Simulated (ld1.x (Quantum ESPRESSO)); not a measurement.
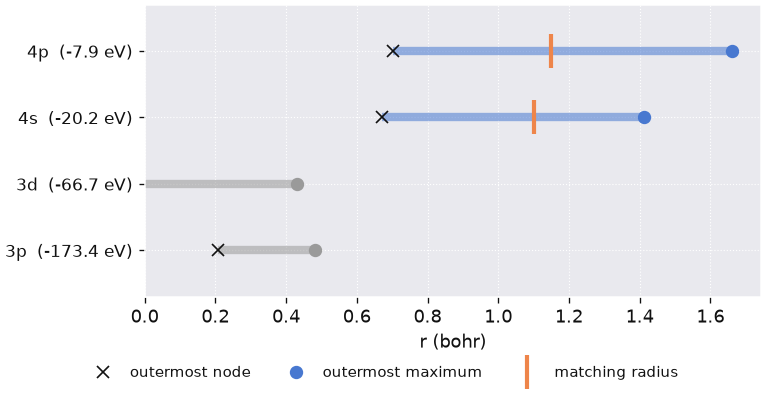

Figure 1. Outer shells of the all-electron reference atom: each bar runs from the outermost node (or the nucleus) to the outermost maximum of u(r); the tick is the radius chosen for the pseudo-wave. Shells without a tick have no pseudo-wave of their own. Levels, nodes and maxima are from ld1.x, scalar-relativistic.

- Radii against the shells: 4s: 1.10 bohr, between node and maximum; 4p: 1.15 bohr, between node and maximum.

# Pseudopotential generation: Br (part 1 of 2)

Bromine (Br, Z = 35), core [Ar] 3d10, reference valence 4s2 4p5, valence charge 7. Computed at this level: TM potential, Wu–Cohen, scalar-relativistic, made with ld1.x (Quantum ESPRESSO) 7.5.

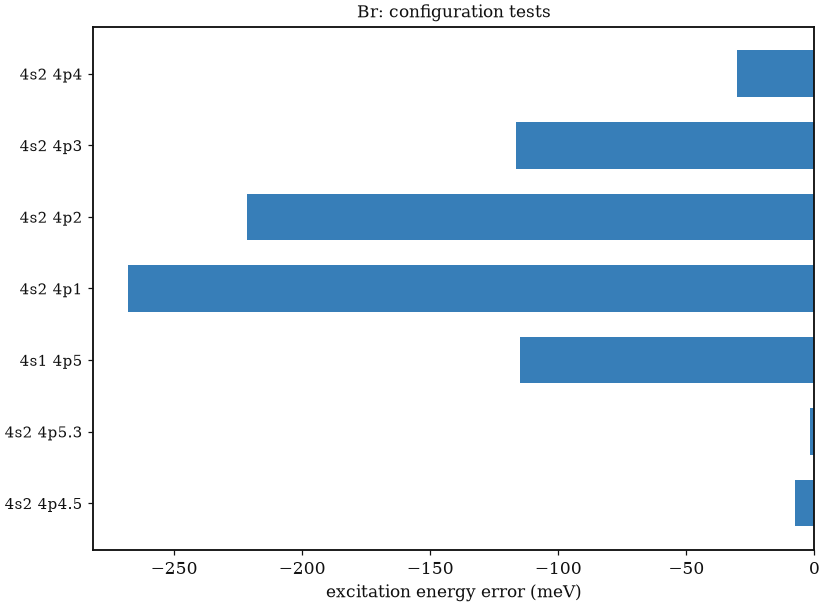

Figure 2. Errors, all-electron minus pseudo, of the energies of valence configurations relative to the unpolarised reference 4s2 4p5.

- Worst configuration: 4s2 4p1 (charge +4): the error is -268 meV on an all-electron energy of +115.55 eV relative to the reference, or 0.23 %.
- Errors in meV: 4s2 4p4: -30; 4s2 4p3: -117; 4s2 4p2: -222; 4s2 4p1: -268; 4s1 4p5: -115; 4s2 4p5.3: -1.8; 4s2 4p4.5: -7.5.
- Configurations within 10 meV and within 50 meV: 2 and 3 of 7. The potential isn't sound: its ghost test gives ghost state below the valence levels: p at -24.0 eV.

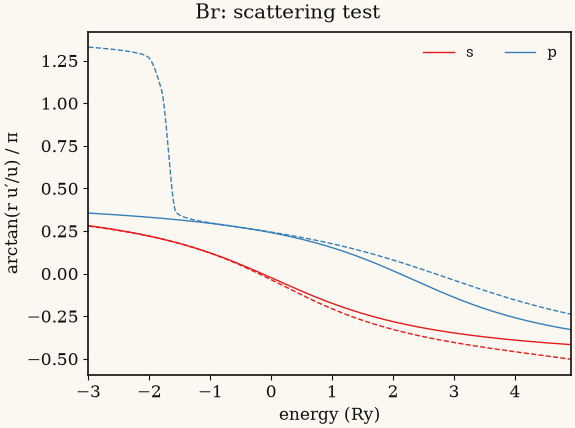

Figure 3. Unwrapped phase arctan(r u′/u) in units of π against energy, all-electron (solid) and pseudo (dashed); the pseudo phase is matched to the all-electron one at the reference energy. Here u = r R(r). A near-vertical step is a level narrower than the spacing of the points behind the curves.

- Ghost states: Going away from the reference energies, the phases part by more than π/2 in: p at about -1.7 Ry (below its reference energy, pseudo phase higher, at the flagged ghost). Such a step is either a state that only one of the two atoms has or an ordinary level shifted in energy. The separate test gives: ghost state below the valence levels: p at -24.0 eV.
- Range over which the phases agree within 0.05 rad: s: up to about 0.2 Ry; p: between about -1.4 and 0.7 Ry.

These pictures come from the run below.

**Input file**
```
 &input
   title='Br', zed=35., rel=1, dft='WC', iswitch=3,
   config='[Ar] 3d10 4s2 4p5',
   nld=2, rlderiv=1.25, eminld=-3.0, emaxld=5.0, deld=0.02
 /
 &inputp
   pseudotype=2, tm=.true., lloc=0,
   nlcc=.true.,
   file_pseudopw='Br.UPF', file_wfcaegen='ae.wfc', file_wfcncgen='nc.wfc', file_beta='beta', file_chi='chi'
 /
2
4P  2  1   5.00   0.00  1.15  1.15  0.0
4S  1  0   2.00   0.00  1.10  1.10  0.0
 &test
   configts(1)='4s2 4p5'
 /
```

**Input of the test run**
```
 &input
   title='Br', zed=35., rel=1, dft='WC', iswitch=2,
   config='[Ar] 3d10 4s2 4p5'
 /
 &test
   file_pseudo='Br.UPF', nconf=8,
   configts(1)='4s2 4p5',
   configts(2)='4s2 4p4',
   configts(3)='4s2 4p3',
   configts(4)='4s2 4p2',
   configts(5)='4s2 4p1',
   configts(6)='4s1 4p5',
   configts(7)='4s2 4p5.3',
   configts(8)='4s2 4p4.5'
 /
```

Launched with:
```bash
ld1.x < Br.in > Br.out
```

**The program's output**
```
     Program LD1 v.7.5
     --------------------------- All-electron run ----------------------------

     Br
     scalar relativistic calculation

     atomic number is 35.00
     dft =WC   lsd =0 sic =0 latt =0  beta=0.20 tr2=1.0E-14
     Exchange-correlation= WC
                           (   1   4  11   4   0   0   0)
     mesh =1213 r(mesh) =  98.95369 a.u. xmin = -7.00 dx = 0.01250
     1 Ry =  13.60569312 eV, c = 137.03599908

     n l     nl                  e(Ry)          e(Ha)          e(eV)
     1 0     1S 1( 2.00)      -978.6565      -489.3282    -13315.2999
     2 0     2S 1( 2.00)      -127.3437       -63.6719     -1732.5999
     2 1     2P 1( 6.00)      -112.3549       -56.1775     -1528.6667
     3 0     3S 1( 2.00)       -17.4743        -8.7372      -237.7506
     3 1     3P 1( 6.00)       -12.7413        -6.3706      -173.3538
     3 2     3D 1(10.00)        -4.9037        -2.4519       -66.7183
     4 0     4S 1( 2.00)        -1.4814        -0.7407       -20.1549
     4 1     4P 1( 5.00)        -0.5774        -0.2887        -7.8554

     final scf error:  5.5E-15 reached in  40 iterations

     Etot =   -5211.780396 Ry,   -2605.890198 Ha,  -70909.884691 eV

     Ekin =    5324.475484 Ry,    2662.237742 Ha,   72443.179481 eV
     Encl =  -12568.777405 Ry,   -6284.388702 Ha, -171006.928303 eV
     Eh   =    2215.645628 Ry,    1107.822814 Ha,   30145.394481 eV
     Exc  =    -183.124103 Ry,     -91.562052 Ha,   -2491.530349 eV

     normalization and overlap integrals

     s(1S/1S) =  1.000000  <r> =   0.0428  <r2> =    0.0025  r(max) =   0.0279
     s(2S/2S) =  1.000000  <r> =   0.1896  <r2> =    0.0424  r(max) =   0.1584
     s(2P/2P) =  1.000000  <r> =   0.1655  <r2> =    0.0335  r(max) =   0.1280
     s(3S/3S) =  1.000000  <r> =   0.5517  <r2> =    0.3503  r(max) =   0.4817
     s(3P/3P) =  1.000000  <r> =   0.5643  <r2> =    0.3732  r(max) =   0.4817
     s(3D/3D) =  1.000000  <r> =   0.5907  <r2> =    0.4331  r(max) =   0.4305
     s(4S/4S) =  1.000000  <r> =   1.6729  <r2> =    3.2142  r(max) =   1.4115
     s(4P/4P) =  1.000000  <r> =   2.0994  <r2> =    5.2007  r(max) =   1.6606

     ------------------------ End of All-electron run ------------------------

     --------------------- Generating NC pseudopotential ---------------------

      Generating local pot.: lloc=0, matching radius rcloc =   1.1000

      Computing core charge for nlcc:

       r > 1.06 : true rho core
       r < 1.06 : rho core = a sin(br)/r    a=   9.53  b=   2.55

      Integrated core pseudo-charge :   5.14

      Wfc   4P  rcut= 1.156  Using Troullier-Martins method

     ------------------- End of pseudopotential generation -------------------

     --------------------------- All-electron run ----------------------------

     Br
     scalar relativistic calculation

     atomic number is 35.00
     dft =WC   lsd =0 sic =0 latt =0  beta=0.20 tr2=1.0E-14
     Exchange-correlation= WC
                           (   1   4  11   4   0   0   0)
     mesh =1213 r(mesh) =  98.95369 a.u. xmin = -7.00 dx = 0.01250
     1 Ry =  13.60569312 eV, c = 137.03599908

     n l     nl                  e(Ry)          e(Ha)          e(eV)
     1 0     1S 1( 2.00)      -978.6565      -489.3282    -13315.2999
     2 0     2S 1( 2.00)      -127.3437       -63.6719     -1732.5999
     2 1     2P 1( 6.00)      -112.3549       -56.1775     -1528.6667
     3 0     3S 1( 2.00)       -17.4743        -8.7372      -237.7506
     3 1     3P 1( 6.00)       -12.7413        -6.3706      -173.3538
     3 2     3D 1(10.00)        -4.9037        -2.4519       -66.7183
     4 0     4S 1( 2.00)        -1.4814        -0.7407       -20.1549
     4 1     4P 1( 5.00)        -0.5774        -0.2887        -7.8554

     final scf error:  5.5E-15 reached in  40 iterations

     Etot =   -5211.780396 Ry,   -2605.890198 Ha,  -70909.884691 eV

     Ekin =    5324.475484 Ry,    2662.237742 Ha,   72443.179481 eV
     Encl =  -12568.777405 Ry,   -6284.388702 Ha, -171006.928303 eV
     Eh   =    2215.645628 Ry,    1107.822814 Ha,   30145.394481 eV
     Exc  =    -183.124103 Ry,     -91.562052 Ha,   -2491.530349 eV

     normalization and overlap integrals

     s(1S/1S) =  1.000000  <r> =   0.0428  <r2> =    0.0025  r(max) =   0.0279
     s(2S/2S) =  1.000000  <r> =   0.1896  <r2> =    0.0424  r(max) =   0.1584
     s(2P/2P) =  1.000000  <r> =   0.1655  <r2> =    0.0335  r(max) =   0.1280
     s(3S/3S) =  1.000000  <r> =   0.5517  <r2> =    0.3503  r(max) =   0.4817
     s(3P/3P) =  1.000000  <r> =   0.5643  <r2> =    0.3732  r(max) =   0.4817
     s(3D/3D) =  1.000000  <r> =   0.5907  <r2> =    0.4331  r(max) =   0.4305
     s(4S/4S) =  1.000000  <r> =   1.6729  <r2> =    3.2142  r(max) =   1.4115
     s(4P/4P) =  1.000000  <r> =   2.0994  <r2> =    5.2007  r(max) =   1.6606

     ------------------------ End of All-electron run ------------------------

     Computing logarithmic derivative in   1.25348
     Computing logarithmic derivative in   1.25348
     Computing the partial wave expansion
       no projector for channel:   0
     R is outside the sphere for l=    1 j= 0.00

     ---------------------- Testing the pseudopotential ----------------------

     Br
     scalar relativistic calculation

     atomic number is 35.00   valence charge is  7.00
     dft =WC   lsd =0 sic =0 latt =0  beta=0.20 tr2=1.0E-14
     mesh =1213 r(mesh) =  98.95369 xmin = -7.00 dx = 0.01250

     n l     nl             e AE (Ry)        e PS (Ry)    De AE-PS (Ry)
     1 0     4S   1( 2.00)       -1.48136       -1.48134       -0.00001
     2 1     4P   1( 5.00)       -0.57736       -0.57733       -0.00003

     eps = 8.3E-15  iter = 15

     Etot =   -5211.780396 Ry,   -2605.890198 Ha,  -70909.884691 eV
     Etotps =   -34.758187 Ry,     -17.379094 Ha,    -472.909230 eV

     Ekin =       9.602928 Ry,       4.801464 Ha,     130.654494 eV
     Encl =     -52.086927 Ry,     -26.043464 Ha,    -708.678749 eV
     Ehrt =      22.445866 Ry,      11.222933 Ha,     305.391562 eV
     Ecxc =     -13.708558 Ry,      -6.854279 Ha,    -186.514427 eV
     (Ecc =      -7.714592 Ry,      -3.857296 Ha,    -104.962374 eV)
     Epseu=      -1.011496 Ry,      -0.505748 Ha,     -13.762110 eV

     ---------------------- End of pseudopotential test ----------------------
```

**Output of the test run (extracts)**
```
     ---------------------- Testing the pseudopotential ----------------------

     Br
     scalar relativistic calculation

     atomic number is 35.00   valence charge is  7.00
     dft =WC   lsd =0 sic =0 latt =0  beta=0.20 tr2=1.0E-14
     mesh =1213 r(mesh) =  98.95369 xmin = -7.00 dx = 0.01250

     n l     nl             e AE (Ry)        e PS (Ry)    De AE-PS (Ry)
     1 0     4S   1( 2.00)       -1.48136       -1.48134       -0.00001
     2 1     4P   1( 5.00)       -0.57736       -0.57733       -0.00003

     eps = 8.2E-15  iter = 15

     Etot =   -5211.780396 Ry,   -2605.890198 Ha,  -70909.884691 eV
     Etotps =   -34.758187 Ry,     -17.379094 Ha,    -472.909230 eV

     Ekin =       9.602928 Ry,       4.801464 Ha,     130.654494 eV
     Encl =     -52.086927 Ry,     -26.043464 Ha,    -708.678749 eV
     Ehrt =      22.445866 Ry,      11.222933 Ha,     305.391562 eV
     Ecxc =     -13.708558 Ry,      -6.854279 Ha,    -186.514427 eV
     (Ecc =      -7.714592 Ry,      -3.857296 Ha,    -104.962374 eV)
     Epseu=      -1.011496 Ry,      -0.505748 Ha,     -13.762110 eV

     ---------------------- End of pseudopotential test ----------------------

     ---------------------- Testing the pseudopotential ----------------------

     Br
     scalar relativistic calculation

     atomic number is 35.00   valence charge is  7.00
     dft =WC   lsd =0 sic =0 latt =0  beta=0.20 tr2=1.0E-14
     mesh =1213 r(mesh) =  98.95369 xmin = -7.00 dx = 0.01250

     n l     nl             e AE (Ry)        e PS (Ry)    De AE-PS (Ry)
     1 0     4S   1( 2.00)       -2.23734       -2.24531        0.00798  !
     2 1     4P   1( 4.00)       -1.28547       -1.28972        0.00425

     eps = 3.2E-15  iter = 15

     Etot =   -5210.857175 Ry,   -2605.428588 Ha,  -70897.323635 eV
     Etotps =   -33.832738 Ry,     -16.916369 Ha,    -460.317857 eV
     dEtot_ae =       0.923221 Ry
     dEtot_ps =       0.925449 Ry,   Delta E=      -0.002228 Ry

     Ekin =       8.679580 Ry,       4.339790 Ha,     118.091708 eV
     Encl =     -46.476250 Ry,     -23.238125 Ha,    -632.341599 eV
     Ehrt =      17.534004 Ry,       8.767002 Ha,     238.562284 eV
     Ecxc =     -13.024038 Ry,      -6.512019 Ha,    -177.201060 eV
     (Ecc =      -7.714592 Ry,      -3.857296 Ha,    -104.962374 eV)
     Epseu=      -0.546035 Ry,      -0.273018 Ha,      -7.429191 eV

     ---------------------- End of pseudopotential test ----------------------

     ---------------------- Testing the pseudopotential ----------------------

     Br
     scalar relativistic calculation

     atomic number is 35.00   valence charge is  7.00
     dft =WC   lsd =0 sic =0 latt =0  beta=0.20 tr2=1.0E-14
     mesh =1213 r(mesh) =  98.95369 xmin = -7.00 dx = 0.01250

     n l     nl             e AE (Ry)        e PS (Ry)    De AE-PS (Ry)
     1 0     4S   1( 2.00)       -3.08074       -3.09643        0.01569  !
     2 1     4P   1( 3.00)       -2.07820       -2.08559        0.00739  !

     eps = 1.1E-16  iter = 12

     Etot =   -5209.181838 Ry,   -2604.590919 Ha,  -70874.529504 eV
     Etotps =   -32.151060 Ry,     -16.075530 Ha,    -437.437455 eV
     dEtot_ae =       2.598558 Ry
     dEtot_ps =       2.607127 Ry,   Delta E=      -0.008569 Ry

     Ekin =       7.564439 Ry,       3.782219 Ha,     102.919435 eV
     Encl =     -40.062395 Ry,     -20.031197 Ha,    -545.076648 eV
     Ehrt =      12.844443 Ry,       6.422222 Ha,     174.757556 eV
     Ecxc =     -12.252403 Ry,      -6.126201 Ha,    -166.702432 eV
     (Ecc =      -7.714592 Ry,      -3.857296 Ha,    -104.962374 eV)
     Epseu=      -0.245145 Ry,      -0.122572 Ha,      -3.335365 eV

     ---------------------- End of pseudopotential test ----------------------
```

(Continued in part 2.) Outcome of the run: generated, with a ghost state.
